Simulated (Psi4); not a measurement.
# One shape, several levels: SiCl2 (SMILES Cl[Si]Cl)

We compute a comparison of 4 runs (PBE0/def2-SVP, B3LYP/6-31G*, M06-2X/pcseg-2, BCCD/DZ) of SiCl2. 

The calculation is run with Psi4 1.11.

7 further runs of the same task are left out: 1 that didn't finish, 6 set aside as unsound or not needed.

### Step 1. The structure to begin with

SiCl2 has 3 atoms, charge 0, and is taken as a singlet. As SMILES, `Cl[Si]Cl`. The shape is that of a PBE0-D4/def2-TZVP optimisation.

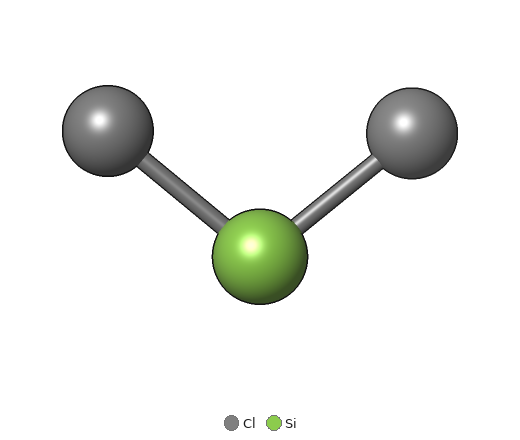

The structure, seen from a chosen angle (chlorine grey, silicon green).

### Step 2. The energy at PBE0/def2-SVP (run 1)

job.json reads:

```json
{
  "schema_name": "qcschema_input",
  "schema_version": 1,
  "molecule": {
    "schema_name": "qcschema_molecule",
    "schema_version": 2,
    "symbols": ["Cl", "Si", "Cl"],
    "geometry": [0.55520154, 3.03074276, 0.63872743, -1.45527809, -0.01965315, -0.79746442, 0.90007655, -3.01108961, 0.15873699],
    "molecular_charge": 0,
    "molecular_multiplicity": 1,
    "fix_symmetry": "c1",
    "fix_com": true,
    "fix_orientation": true
  },
  "driver": "energy",
  "model": {
    "method": "pbe0",
    "basis": "def2-SVP"
  },
  "keywords": {
    "puream": true,
    "e_convergence": 1e-09,
    "d_convergence": 1e-08,
    "scf_type": "pk",
    "dft_radial_points": 99,
    "dft_spherical_points": 590
  }
}
```

Started as:

```
$ psi4 --qcschema job.json -n 1 --memory 1600MB
```

stdout:

```text
[...]
  Running in c1 symmetry.
[...]
  Nuclear repulsion =  168.862006363829693
[...]
  Multiplicity = 1
[...]
  Nalpha       = 24
  Nbeta        = 24
[...]
    Number of basis functions: 54
[...]
   @RKS iter   1: -1209.12700343125198   -2.02627e-01   4.10802e-03 ADIIS/DIIS
[...]
   @RKS iter   9: -1209.15000872428436   -9.09495e-13   3.87431e-09 DIIS
[...]
    Orbital Energies [Eh]
    ---------------------
    Doubly Occupied:
       1A   -101.686647     2A   -101.686625     3A    -66.319682
       4A     -9.539848     5A     -9.539834     6A     -7.277513
       7A     -7.277496     8A     -7.273884     9A     -7.273870
      10A     -7.271968    11A     -7.271945    12A     -5.407900
      13A     -3.745918    14A     -3.743757    15A     -3.740511
      16A     -0.872290    17A     -0.844223    18A     -0.526105
      19A     -0.424105    20A     -0.385551    21A     -0.381878
      22A     -0.350572    23A     -0.333676    24A     -0.280999
[...]
  @RKS Final Energy: -1209.15000872428436
   => Energetics <=
    Nuclear Repulsion Energy =            168.8620063638296926
    One-Electron Energy =               -2008.0018578992639959
    Two-Electron Energy =                 688.1243494398571556
    DFT Exchange-Correlation Energy =     -58.1345066287074630
    Empirical Dispersion Energy =           0.0000000000000000
    VV10 Nonlocal Energy =                  0.0000000000000000
    Total Energy =                      -1209.1500087242845893
[...]
 Multipole Moments:
 ------------------------------------------------------------------------------------
     Multipole            Electronic (a.u.)      Nuclear  (a.u.)        Total (a.u.)
 ------------------------------------------------------------------------------------
 L = 1.  Multiply by 2.5417464519 to convert [e a0] to [Debye]
 Dipole X            :         -4.6612667            4.3658343           -0.2954324
 Dipole Y            :         -0.0627991            0.0589595           -0.0038396
 Dipole Z            :         -2.5542680            2.3923933           -0.1618747
 Magnitude           :                                                    0.3368954
[...]
```

The result, in JSON:

```text
{
 "driver": "energy",
 "model": {
  "method": "pbe0",
  "basis": "def2-SVP"
 },
 "success": true,
 "return_result": -1209.1500087242844,
 "properties": {
  "calcinfo_nbasis": 54,
  "calcinfo_nmo": 54,
  "calcinfo_nalpha": 24,
  "calcinfo_nbeta": 24,
  "calcinfo_natom": 3,
  "nuclear_repulsion_energy": 168.8620063638297,
  "return_energy": -1209.1500087242844,
  "scf_one_electron_energy": -2008.001857899264,
  "scf_two_electron_energy": 688.1243494398572,
  "scf_xc_energy": -58.13450662870746,
  "scf_dipole_moment": [-0.29543244603569363, -0.0038396380947800512, -0.16187469479345973],
  "scf_total_energy": -1209.1500087242844,
  "scf_iterations": 9
 }
}
```

Run time: 3.6 s. Hardware: 1 thread of INTEL XEON PLATINUM 8581C at 2.30GHz (Emerald Rapids), shared host; peak memory 0.42 GiB.

### Step 3. A single-point energy at B3LYP/6-31G(d) (Cartesian functions) (run 2)

job.py reads:

```python
import psi4

psi4.set_memory('1600 MB')
psi4.set_num_threads(1)
psi4.core.set_output_file('output.dat', False)

m = psi4.geometry("""
0 1
Cl
Si 1 2.077288
Cl 2 2.077363 1 101.28796
symmetry c1
no_reorient
no_com
""")

psi4.set_options({
    'basis': '6-31G*',
    'reference': 'rks',
    'puream': False,
    'e_convergence': 1e-09,
    'd_convergence': 1e-08,
    'scf_type': 'pk',
    'dft_radial_points': 99,
    'dft_spherical_points': 590,
})

result = psi4.energy("b3lyp")
print('E =', round(result, 9))
for k, v in sorted(psi4.core.scalar_variables().items()):
    print(f'{k:45s} {v:18.10f}')
```

Started as:

```
$ python job.py
```

output.dat:

```text
[...]
  Running in c1 symmetry.
[...]
  Nuclear repulsion =  168.862010286718430
[...]
  Multiplicity = 1
[...]
  Nalpha       = 24
  Nbeta        = 24
[...]
    Number of basis functions: 57
[...]
   @RKS iter   1: -1209.90906248941474   -1.58041e-01   4.70030e-03 ADIIS/DIIS
[...]
   @RKS iter  10: -1209.94972943417474   -2.72848e-12   7.51513e-09 DIIS
[...]
    Orbital Energies [Eh]
    ---------------------
    Doubly Occupied:
       1A   -101.554661     2A   -101.554649     3A    -66.220882
       4A     -9.474277     5A     -9.474264     6A     -7.234370
       7A     -7.234356     8A     -7.230861     9A     -7.230849
      10A     -7.228933    11A     -7.228910    12A     -5.363351
      13A     -3.723384    14A     -3.721220    15A     -3.718032
      16A     -0.858637    17A     -0.831123    18A     -0.519354
      19A     -0.416905    20A     -0.377512    21A     -0.374513
      22A     -0.343990    23A     -0.327692    24A     -0.280182
[...]
  @RKS Final Energy: -1209.94972943417474
   => Energetics <=
    Nuclear Repulsion Energy =            168.8620102867184301
    One-Electron Energy =               -2008.2382090979706390
    Two-Electron Energy =                 691.7853861797560739
    DFT Exchange-Correlation Energy =     -62.3589168026784932
    Empirical Dispersion Energy =           0.0000000000000000
    VV10 Nonlocal Energy =                  0.0000000000000000
    Total Energy =                      -1209.9497294341747420
[...]
 Multipole Moments:
 ------------------------------------------------------------------------------------
     Multipole            Electronic (a.u.)      Nuclear  (a.u.)        Total (a.u.)
 ------------------------------------------------------------------------------------
 L = 1.  Multiply by 2.5417464519 to convert [e a0] to [Debye]
 Dipole X            :          0.1847510           -0.5487153           -0.3639643
 Dipole Y            :          0.1517156           -0.4499947           -0.2982790
 Dipole Z            :         -0.0000000            0.0000000           -0.0000000
 Magnitude           :                                                    0.4705745
[...]
```

On the terminal:

```text
E = -1209.949729434
CURRENT ENERGY                                  -1209.9497294342
CURRENT REFERENCE ENERGY                        -1209.9497294342
DD SOLVATION ENERGY                                 0.0000000000
DFT FUNCTIONAL TOTAL ENERGY                     -1209.9497294342
DFT TOTAL ENERGY                                -1209.9497294342
DFT VV10 ENERGY                                     0.0000000000
DFT XC ENERGY                                     -62.3589168027
GRID ELECTRONS ALPHA                               23.9999993265
GRID ELECTRONS BETA                                23.9999993265
GRID ELECTRONS TOTAL                               47.9999986531
NUCLEAR REPULSION ENERGY                          168.8620102867
ONE-ELECTRON ENERGY                             -2008.2382090980
PCM POLARIZATION ENERGY                             0.0000000000
PE ENERGY                                           0.0000000000
SCF ITERATION ENERGY                            -1209.9497294342
SCF ITERATIONS                                     10.0000000000
SCF TOTAL ENERGY                                -1209.9497294342
TWO-ELECTRON ENERGY                               691.7853861798
XC GRID RADIAL POINTS                              99.0000000000
XC GRID SPHERICAL POINTS                          590.0000000000
XC GRID TOTAL POINTS                           163269.0000000000
```

Wall time 3.9 s (1 thread of INTEL XEON PLATINUM 8581C at 2.30GHz (Emerald Rapids), shared host); peak memory 0.44 GiB.

Run 3 isn't shown in full; the table further down has it.

### Step 4. The energy at BCCD/DZ (Cartesian functions) (run 4)

calc.inp reads:

```
memory 1600 MB

molecule system {
  0 1
  Cl     0.55520154     3.03074276     0.63872743
  Si    -1.45527809    -0.01965315    -0.79746442
  Cl     0.90007655    -3.01108961     0.15873699
  units au
}

set {
  basis       DZ
  scf_type    pk
  freeze_core true
}

E, wfn = energy('bccd', return_wfn=True)
print_variables()
```

Started as:

```
$ psi4 -i calc.inp -o calc.out -n 1
```

calc.out:

```text
[...]
  Running in cs symmetry.
[...]
  Nuclear repulsion =  168.862006363829693
[...]
  Multiplicity = 1
[...]
  Nalpha       = 24
  Nbeta        = 24
[...]
    Number of basis functions: 54
[...]
   @RHF iter   1: -1207.81572388197378   -3.38687e-01   5.62340e-03 DIIS/ADIIS
[...]
   @RHF iter  10: -1207.84397526977409   -9.09495e-13   4.21163e-09 DIIS
[...]
    Orbital Energies [Eh]
    ---------------------
    Doubly Occupied:
       1Ap  -104.856134     2Ap  -104.856121     3Ap   -68.919656
       4Ap   -10.580875     5Ap   -10.580858     6Ap    -8.046694
       7Ap    -8.046679     1App   -8.043440     2App   -8.043425
       8Ap    -8.043061     9Ap    -8.043046    10Ap    -6.268306
      11Ap    -4.367212    12Ap    -4.364841     3App   -4.364789
      13Ap    -1.152495    14Ap    -1.112571    15Ap    -0.689751
      16Ap    -0.546351    17Ap    -0.526421     4App   -0.514835
       5App   -0.478554    18Ap    -0.465754    19Ap    -0.389012
[...]
  @RHF Final Energy: -1207.84397526977409
   => Energetics <=
    Nuclear Repulsion Energy =            168.8620063638296926
    One-Electron Energy =               -2006.8102024263844214
    Two-Electron Energy =                 630.1042207927806658
    Total Energy =                      -1207.8439752697740914
[...]
 Multipole Moments:
 ------------------------------------------------------------------------------------
     Multipole            Electronic (a.u.)      Nuclear  (a.u.)        Total (a.u.)
 ------------------------------------------------------------------------------------
 L = 1.  Multiply by 2.5417464519 to convert [e a0] to [Debye]
 Dipole X            :         -0.2604098           -0.7095860           -0.9699958
 Dipole Y            :         -0.0029623           -0.0084433           -0.0114055
 Dipole Z            :          0.0000000            0.0000000            0.0000000
 Magnitude           :                                                    0.9700629
[...]
      * MP2 total energy                      = -1207.981902841790088
[...]
      * CCSD total energy                     = -1208.001108639826953
[...]
      * MP2 total energy                      = -1207.988929905565783
[...]
      * CCSD total energy                     = -1208.000318911428849
[...]
      * MP2 total energy                      = -1207.988941335719574
[...]
      * CCSD total energy                     = -1208.000317586173651
[...]
```

Wall time 7.2 s (1 thread of INTEL XEON PLATINUM 8581C at 2.30GHz (Emerald Rapids), shared host); peak memory 0.21 GiB.

### Step 5. All runs side by side

```tsv
run	level	Cartesian functions	frozen core orbitals	energy (Eh)	dipole moment (D)	HOMO energy (eV)	LUMO energy (eV)	wall time
1	PBE0/def2-SVP	no	0	-1209.150009	0.86	-7.65	-2.79	3.6 s
2	B3LYP/6-31G* (Cartesian functions)	yes	0	-1209.949729	1.20	-7.62	-3.13	3.9 s
3	M06-2X/pcseg-2	no	0	-1209.968623	1.34	-8.88	-2.16	11 s
4	BCCD/DZ (Cartesian functions)	yes	15	-1208.000318	–	-10.59	-0.38	7.2 s
```

### Step 6. Summary of results

| quantity | value |
| --- | --- |
| run 4: total energy | -1208.00032 Eh |
| run 4: HOMO energy (Hartree–Fock orbitals) | -10.59 eV |
| run 4: LUMO energy (Hartree–Fock orbitals) | -0.38 eV |
| run 4: HOMO–LUMO gap (Hartree–Fock orbitals) | 10.21 eV |
| run 4: correlation energy (15 core orbitals frozen) | -156.3 mEh |

What this shows: Over runs 1, 2, 3 the dipole moment (its size) runs from 0.86 D (PBE0/def2-SVP) to 1.34 D (M06-2X/pcseg-2). The two ends differ in method and basis. Over runs 1, 2, 3 the HOMO–LUMO gap runs from 4.50 eV (B3LYP/6-31G*) to 6.72 eV (M06-2X/pcseg-2). Totals of different functionals can't be ranked against each other. All runs together took 26 s, the longest 11 s.
